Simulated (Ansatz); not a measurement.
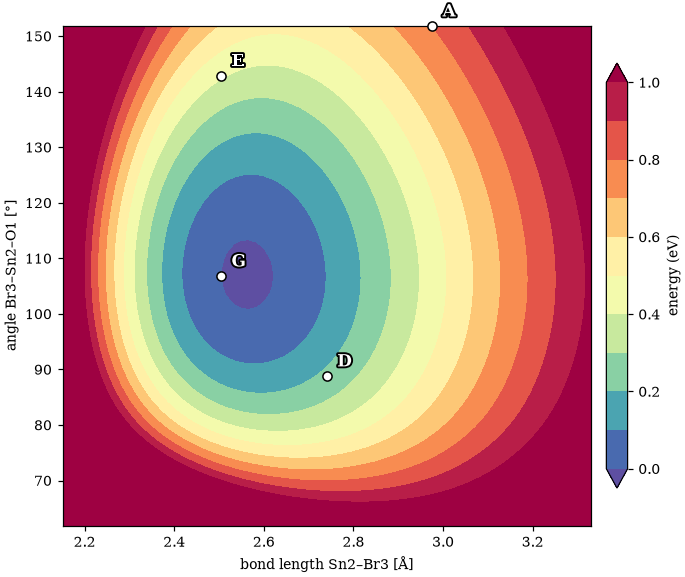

BrH₂OSn, SMILES [OH][SnH][Br], spin multiplicity 2. First axis: bond length Sn2–Br3. Second axis: angle Br3–Sn2–O1. Nothing is relaxed (all other coordinates rigid). Grid: 11 × 11 points. Energies are in eV, from the lowest grid point. All numbers below come from Ansatz 0.2.0, UKS PBE-D4/def2-SVP.

The picture shows filled contours, one colour for all values above the top of the scale, lettered points. Between grid points the surface is interpolated.

Is G the lowest point of the computed grid?

Answer. Yes. G, at bond length Sn2–Br3 = 2.504 Å, angle Br3–Sn2–O1 = 107°, has the lowest energy of the grid.

What kind of point is each of D, E, G: minimum, saddle, maximum or slope?

Answer. D: on a slope; E: on a slope; G: minimum. (In these two coordinates alone; a stationary point may lie a little off the grid point.)

Rank the lettered points by energy, lowest first.

Answer. G (0.00 eV), D (0.22 eV), E (0.41 eV), A (0.80 eV).
